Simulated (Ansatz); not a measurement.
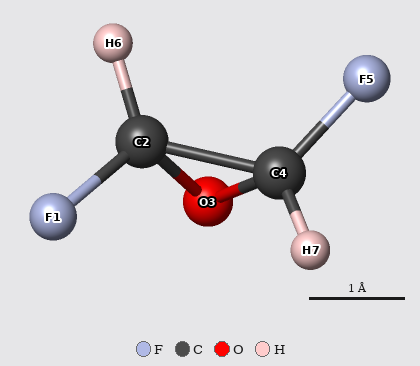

Fig. 1: The input geometry (ball-and-stick view, seen at a tilt; atoms are numbered from 1 in the order of the input). Bond lengths as drawn: C–C 1.50 Å, C–F 1.37 to 1.45 Å, C–H 1.05 to 1.09 Å and C–O 1.46 to 1.52 Å.

**Run report: C2H2F2O, geometry relaxation**

The run: geometry relaxation of C2H2F2O, SMILES FC1OC1F. Method and program: RKS PBE-D4/def2-SVP (Ansatz 0.2.0).

The run did not end well. The geometry: force-field start.

Output
```
Functional definition: PBE
  name "PBE"
  cite "Perdew, Burke & Ernzerhof, Phys. Rev. Lett. 77, 3865 (1996) doi:10.1103/PhysRevLett.77.3865"
  parent pbe
  parameter kappa = 0.804
  parameter beta = 0.06672455060314922
  exchange = pbe_x(kappa = kappa, mu = beta*pi^2/3)
  correlation = pbe_c(beta = beta)
871 factors; their error is unknown
mean field evaluation 1: about -9566.1583 eV, gradient 3.6e1 eV
mean field evaluation 2: about -9561.2878 eV, gradient 6.3e1 eV
mean field evaluation 4: about -9568.5424 eV, gradient 3.3e0 eV
mean field evaluation 8: about -9568.4992 eV, gradient 2.7e-1 eV
mean field evaluation 16: about -9568.4993 eV, gradient 2.0e-5 eV
mean field -9568.49934477 eV, -351.6358651586 hartree, gradient 2.0e-5 eV, S^2 0.000000; 0 other end points of the search recorded, 0 dependent functions left out
the calculation of the forces begins
reference -9568.49936413 eV, -351.6358658701 hartree; 20, 20 occupied and 60, 60 virtual orbitals, 871 factors
relax step   1: F+E_penalty+E_count = -9568.59270424 eV  Δ(F+E_penalty+E_count) = +0.000e0 eV  max|allowed force component| = 3.381e0 eV/Å  Δτ_max = 0.0000 Å  (28 SCF iters, accepted)
these checks for a lower state are left out or cut short: starts, cluster_reference, orbital_swaps, neighbouring_geometries, increment
871 factors; their error is unknown
mean field -9568.82866749 eV, -351.6479675452 hartree, gradient 1.0e-5 eV, S^2 0.000000; 0 other end points of the search recorded, 0 dependent functions left out
the calculation of the forces begins
reference -9568.82868711 eV, -351.6479682664 hartree; 20, 20 occupied and 60, 60 virtual orbitals, 871 factors
relax step   2: F+E_penalty+E_count = -9568.92213251 eV  Δ(F+E_penalty+E_count) = -3.294e-1 eV  max|allowed force component| = 1.821e0 eV/Å  Δτ_max = 0.0750 Å  (30 SCF iters, accepted)
these checks for a lower state are left out or cut short: starts, cluster_reference, orbital_swaps, neighbouring_geometries, increment
871 factors; their error is unknown
mean field -9568.92312309 eV, -351.6514387244 hartree, gradient 2.6e-5 eV, S^2 0.000000; 0 other end points of the search recorded, 0 dependent functions left out
the calculation of the forces begins
reference -9568.92314278 eV, -351.6514394480 hartree; 20, 20 occupied and 60, 60 virtual orbitals, 871 factors
relax step   3: F+E_penalty+E_count = -9569.01703965 eV  Δ(F+E_penalty+E_count) = -9.491e-2 eV  max|allowed force component| = 3.823e-1 eV/Å  Δτ_max = 0.0510 Å  (30 SCF iters, accepted)
these checks for a lower state are left out or cut short: starts, cluster_reference, orbital_swaps, neighbouring_geometries, increment
871 factors; their error is unknown
mean field evaluation 32: about -9568.9897 eV, gradient 1.2e0 eV
```

This output came from the following input.

The input
```yaml
crystal:
  periodic: [false, false, false]
  atoms:
    - {symbol: F, position_ang: [0.685600, -1.573400, 0.843000]}
    - {symbol: C, position_ang: [-0.025200, -0.326100, 0.668700]}
    - {symbol: O, position_ang: [-1.218000, -0.319900, -0.176600]}
    - {symbol: C, position_ang: [0.066200, 0.317800, -0.681900]}
    - {symbol: F, position_ang: [-0.007800, 1.680900, -0.768800]}
    - {symbol: H, position_ang: [0.003200, 0.294500, 1.562300]}
    - {symbol: H, position_ang: [0.557200, -0.141900, -1.492300]}
basis:
  gaussian: {orbitals: def2-SVP}
hamiltonian: {xc: pbe, dispersion: d4}
relax: {f_tol: 0.03, max_steps: 200}
```

What the run reported

- outcome: stopped at the time limit
- hardware: 2 CPU threads, shared host
- wall time: 10 min
- peak memory: 0.14 GiB

Diagnosis

The run was cut off by its time limit, so the output is incomplete.
